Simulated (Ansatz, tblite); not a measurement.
**Sn(GeH3)H3 (SnGeH6): spin states and exact exchange**

Aim: set other spin states of Sn(GeH3)H3 (SnGeH6) against its singlet, on many levels of theory.

The runs use Ansatz 0.2.0, Gaussian basis; as each input shows.

The runs, in order: triplet, at the geometry of the singlet (GFN1-xTB, GFN2-xTB, PBE0-D4/def2-TZVP, PBE-D4/def2-TZVP, r2SCAN-D4/def2-TZVP); the singlet's energies come from earlier runs.

3 further runs of the same task are left out: 1 for a known fault of the program, 2 set aside as unsound or not needed.

## Step 1: The relaxed structure

The geometry is that of the singlet, from an earlier relaxation (r2SCAN-D4/def2-TZVP).

8 atoms, charge 0, spin multiplicity 1.

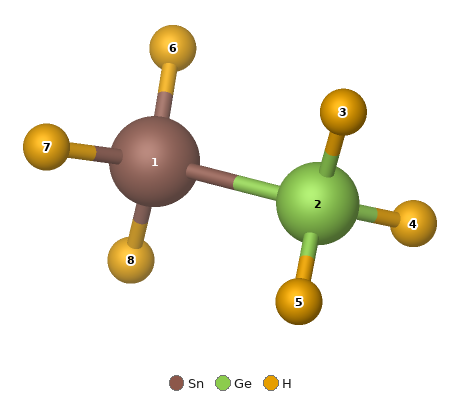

The structure; tin brown, germanium green, hydrogen amber; atoms are numbered from 1 in the order of the file.

Sn takes a core potential in the def2 sets. No spin-orbit coupling is included.

## Step 2: Triplet at the fixed geometry, GFN1-xTB

Tight binding, by tblite at 300 K electronic temperature and without a spin-polarisation term:

```python
tblite.interface.Calculator('GFN1-xTB', numbers, positions, charge=0, uhf=2).singlepoint()
```

Energy -195.6518 eV; 0.009 s.

## Step 3: Triplet at the fixed geometry, GFN2-xTB

Tight binding, by tblite at 300 K electronic temperature and without a spin-polarisation term:

```python
tblite.interface.Calculator('GFN2-xTB', numbers, positions, charge=0, uhf=2).singlepoint()
```

Energy -186.6272 eV; 0.013 s.

## Step 4: Triplet at the fixed geometry, PBE0-D4/def2-TZVP

Input file in.yaml:

```yaml
crystal:
  periodic: [false, false, false]
  atoms:
    - {symbol: Sn, position_ang: [-0.003740, 0.007111, -1.273839]}
    - {symbol: Ge, position_ang: [0.003949, -0.006741, 1.317639]}
    - {symbol: H, position_ang: [0.824037, 1.168303, 1.866620]}
    - {symbol: H, position_ang: [0.617257, -1.309583, 1.847368]}
    - {symbol: H, position_ang: [-1.425341, 0.107954, 1.863859]}
    - {symbol: H, position_ang: [1.591890, -0.022325, -1.878492]}
    - {symbol: H, position_ang: [-0.775137, 1.410908, -1.862713]}
    - {symbol: H, position_ang: [-0.832925, -1.355638, -1.880442]}
basis:
  gaussian: {orbitals: def2-TZVP}
magnetization: {spin_polarized: true, initial_magnetization: 2}
hamiltonian: {xc: pbe0, dispersion: d4}
scf: {omitted_lower_state_checks: [starts]}
output: {orbitals: {seedname: orbitals}}
```

On the command line:

```bash
> ansatz run in.yaml --threads 2 --pin off --events-out ev --progress --plain --max-ram 4352MiB
```

What it wrote:

```text
Functional definition: PBE0
  name "PBE0"
  cite "Adamo & Barone, J. Chem. Phys. 110, 6158 (1999) doi:10.1063/1.478522"
  cite "Perdew, Burke & Ernzerhof, Phys. Rev. Lett. 77, 3865 (1996) doi:10.1103/PhysRevLett.77.3865"
  parent pbe
  parameter a = 0.25
  parameter kappa = 0.804
  parameter beta = 0.06672455060314922
  exchange = (1 - a)*pbe_x(kappa = kappa, mu = beta*pi^2/3) + a*exact_x
  correlation = pbe_c(beta = beta)
these checks for a lower state are left out or cut short: starts
1126 factors; their error is unknown
mean field evaluation 1: about -62432.9804 eV, gradient 1.3e1 eV
mean field evaluation 2: about -62433.2525 eV, gradient 1.3e1 eV
mean field evaluation 4: about -62433.6831 eV, gradient 3.2e-1 eV
mean field evaluation 8: about -62433.6871 eV, gradient 3.7e-2 eV
mean field evaluation 16: about -62434.0360 eV, gradient 5.9e-4 eV
mean field -62434.03602082 eV, -2294.4085044557 hartree, gradient 1.2e-5 eV, S^2 2.003490; 0 other end points of the search recorded, 0 dependent functions left out
reference -62434.03606561 eV, -2294.4085061016 hartree; 31, 29 occupied and 103, 105 virtual orbitals, 1126 factors
Total energy: -62434.15399759 eV, -2294.4128400219 hartree
Checks for a lower state left out: starts
```

Run time: 13 s. Hardware: 2 threads of Intel Xeon at 2.50GHz, shared host.

Report: HOMO -2.39 eV, LUMO -6.18 eV (over both spins; with the spin held, an empty level of the minority spin lies below the top filled one); ⟨S²⟩ 2.003 (pure: 2.00).

## Step 5: Triplet at the fixed geometry, PBE-D4/def2-TZVP

start.molden holds the orbitals of an earlier run on this state, given as this run's starting guess.

in.yaml, as its differences from that of step 4:

```diff
@@ -12,5 +12,5 @@
 basis:
-  gaussian: {orbitals: def2-TZVP}
+  gaussian: {orbitals: def2-TZVP, initial_orbitals: start.molden}
 magnetization: {spin_polarized: true, initial_magnetization: 2}
-hamiltonian: {xc: pbe0, dispersion: d4}
+hamiltonian: {xc: pbe, dispersion: d4}
 scf: {omitted_lower_state_checks: [starts]}
```

Same command.

What it wrote:

```text
Functional definition: PBE
  name "PBE"
  cite "Perdew, Burke & Ernzerhof, Phys. Rev. Lett. 77, 3865 (1996) doi:10.1103/PhysRevLett.77.3865"
  parent pbe
  parameter kappa = 0.804
  parameter beta = 0.06672455060314922
  exchange = pbe_x(kappa = kappa, mu = beta*pi^2/3)
  correlation = pbe_c(beta = beta)
these checks for a lower state are left out or cut short: starts
1010 factors; their error is unknown
mean field evaluation 1: about -62432.2058 eV, gradient 6.4e0 eV
mean field evaluation 2: about -62432.3074 eV, gradient 1.6e-1 eV
mean field evaluation 4: about -62432.2908 eV, gradient 4.8e-3 eV
mean field -62432.29084441 eV, -2294.3443704054 hartree, gradient 1.8e-5 eV, S^2 2.002592; 0 other end points of the search recorded, 0 dependent functions left out
reference -62432.29090366 eV, -2294.3443725830 hartree; 31, 29 occupied and 103, 105 virtual orbitals, 1010 factors
Total energy: -62432.42904313 eV, -2294.3494491147 hartree
Checks for a lower state left out: starts
```

It took 7 s on 2 threads of Intel Xeon at 2.50GHz, shared host.

HOMO -1.82 eV, LUMO -6.98 eV (over both spins; with the spin held, an empty level of the minority spin lies below the top filled one); ⟨S²⟩ 2.003 (pure: 2.00).

## Step 6: Triplet at the fixed geometry, r2SCAN-D4/def2-TZVP

in.yaml, as its differences from that of step 5:

```diff
@@ -14,3 +14,3 @@
 magnetization: {spin_polarized: true, initial_magnetization: 2}
-hamiltonian: {xc: pbe, dispersion: d4}
+hamiltonian: {xc: r2scan, dispersion: d4}
 scf: {omitted_lower_state_checks: [starts]}
```

Same command.

What it wrote:

```text
Functional definition: r2SCAN
  name "r2SCAN"
  cite "Furness, Kaplan, Ning, Perdew & Sun, J. Phys. Chem. Lett. 11, 8208 (2020) doi:10.1021/acs.jpclett.0c02405"
  cite "Furness, Kaplan, Ning, Perdew & Sun, J. Phys. Chem. Lett. 11, 9248 (2020) doi:10.1021/acs.jpclett.0c03077"
  parent r2scan
  parameter k0 = 0.174
  parameter k1 = 0.065
  parameter a1 = 4.9479
  exchange = r2scan_x(k0 = k0, k1 = k1, a1 = a1)
  correlation = r2scan_c
these checks for a lower state are left out or cut short: starts
1010 factors; their error is unknown
mean field evaluation 1: about -62443.0646 eV, gradient 4.8e0 eV
mean field evaluation 2: about -62443.1112 eV, gradient 6.9e-2 eV
mean field evaluation 4: about -62443.0990 eV, gradient 1.6e-3 eV
mean field -62443.09903736 eV, -2294.7415641701 hartree, gradient 1.5e-5 eV, S^2 2.005593; 0 other end points of the search recorded, 0 dependent functions left out
reference -62443.09906068 eV, -2294.7415650272 hartree; 31, 29 occupied and 103, 105 virtual orbitals, 1010 factors
Total energy: -62443.13066442 eV, -2294.7427264432 hartree
Checks for a lower state left out: starts
```

It took 14 s on 2 threads of Intel Xeon at 2.50GHz, shared host.

HOMO -1.91 eV, LUMO -6.80 eV (over both spins; with the spin held, an empty level of the minority spin lies below the top filled one); ⟨S²⟩ 2.006 (pure: 2.00).

## Step 7: Triplet less singlet, vertical

The singlet's energies are those of its earlier runs, whose logs aren't repeated here.

| level | triplet less singlet, vertical (eV) | time |
| --- | --- | --- |
| GFN1-xTB | +5.464 | 0.073 s |
| GFN2-xTB | +5.555 | 0.053 s |
| PBE-D4/def2-TZVP | +5.592 | 12 s |
| r2SCAN-D4/def2-TZVP | +5.782 | 26 s |
| PBE0-D4/def2-TZVP | +5.868 | 19 s |

Times add the two runs; a level without a time comes out of a correlated run. Tight binding without a spin term can't rank spin states.

## Step 8: Results

```
                                                quantity                                   value
triplet less singlet, vertical, functionals in def2-TZVP  +5.592 (PBE-D4) to +5.868 eV (PBE0-D4)
```

**Reading.** All functionals put the triplet above the singlet, over a spread of 0.276 eV. The checks for a lower triplet were left out, so another state of that spin may lie lower. These are electronic energies, without zero-point motion, entropy or surroundings.
